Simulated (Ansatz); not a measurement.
C$_{2}$H$_{7}$ClSSi

```
atom    x (Å)    y (Å)    z (Å)
   C  -0.5224   0.1894   1.4506
   C   0.8497   0.4055   0.8280
   S   1.3948  -0.9525  -0.3051
  Si  -0.4379  -0.9257  -2.0501
  Cl   0.2388   1.0485  -2.6866
   H  -0.7782   1.0575   2.0683
   H  -0.5354  -0.6978   2.0940
   H  -1.2952   0.0728   0.6848
   H   1.6339   0.5130   1.5822
   H   0.8691   1.2905   0.1848
   H   1.0077  -1.9885   0.4733
   H   0.5665  -1.7193  -2.8875
```

Level of theory: UKS B3LYP-D4/6-31G* (Ansatz 0.2.0).

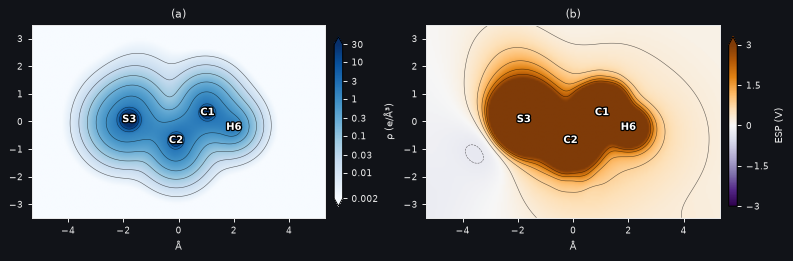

Figure 1. (a) total electron density; (b) electrostatic potential on the plane of atoms C1, C2 and S3.

**What does the map show?**

Atoms in the plane: C, S and H.
C–C (1.52 Å): the density is about 1.7 e/Å³ at the midpoint.
C–S (1.85 Å): ρ at the midpoint is about 1.2 e/Å³.
C–H (1.10 Å): the density is about 1.9 e/Å³ at the midpoint.
Outside the dense part of the molecule the potential is most negative (−0.3 V) near S3.

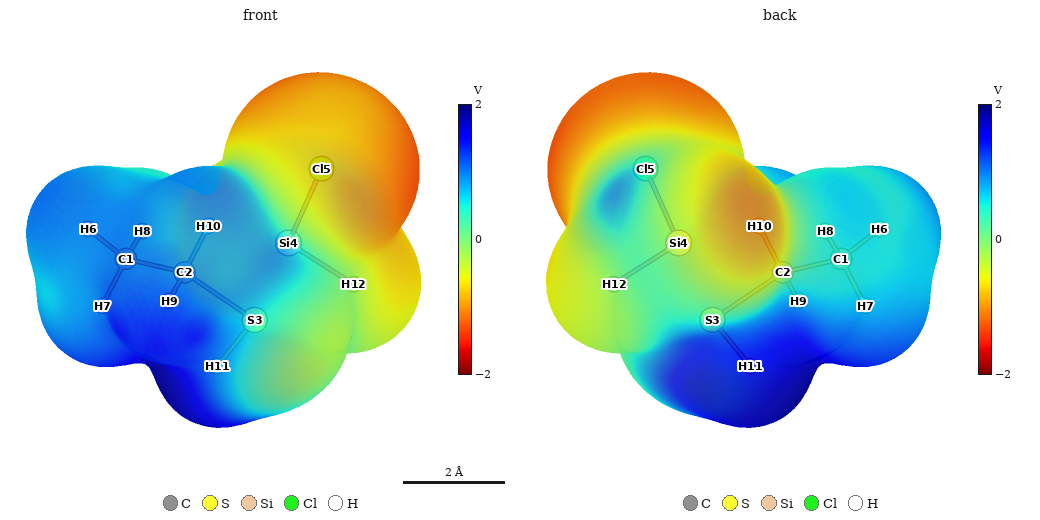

Figure 2. The electrostatic potential painted on the density surface at 0.002 e/bohr³, seen from the front and from behind; red is negative and blue positive.

**Describe the electrostatic potential map.**

The most negative region (about −1.3 V) lies over Cl5, the most positive (about +1.9 V) over H11.

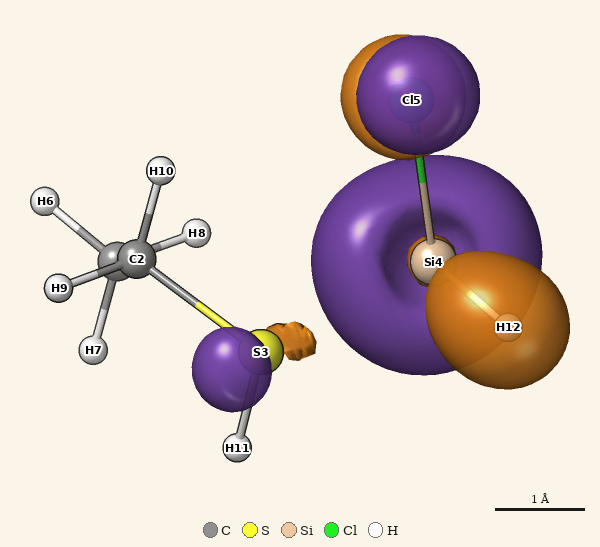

Figure 3. One frontier orbital at ±0.15 Å⁻³ᐟ² (orange and purple are the two phases), seen at a tilt.

**Which orbital is it: HOMO or LUMO?**

The HOMO, at −5.78 eV. Its weight (Hirshfeld) is mainly on Si4 (about 60 %), Cl5 (about 20 %), H12 (about 10 %) and S3 (about 5 %).
